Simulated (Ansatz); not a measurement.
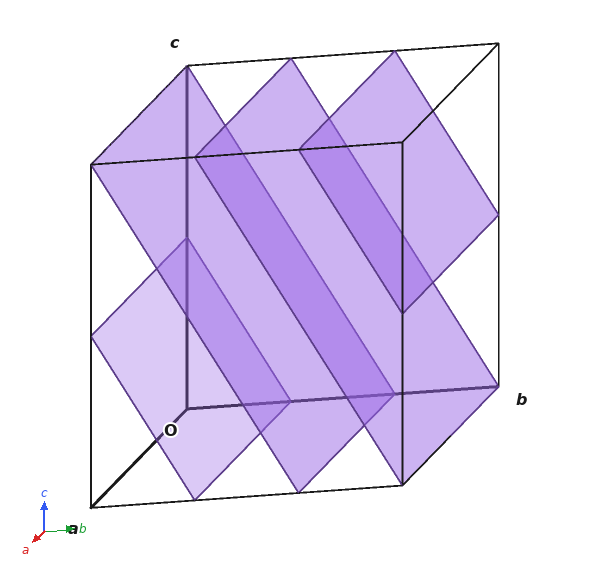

For MgB2, the end point of a relaxation with Ansatz, DFT PBE+D3(BJ), scalar-relativistic, plane waves, PAW: every member of one family of equally spaced planes, hx + ky + lz = a whole number, that cuts the unit cell is shaded (one member passes through the origin O, touching the cell only at an edge or corner). Geometry calculated from the standardised cell; symmetry tolerance 0.002 Å.

a = 3.048 Å, b = 3.048 Å, c = 3.469 Å, α = 90.00°, β = 90.00°, γ = 120.00°.

Question: Which (hkl) family is drawn?

Answer: (0 3 2), in four indices (0 3 −3 2); the opposite sign names the same planes. The member next to the origin meets the axes a never, b at 1/3, c at 1/2.

Question: What is the spacing?

Answer: d = 0.785 Å.
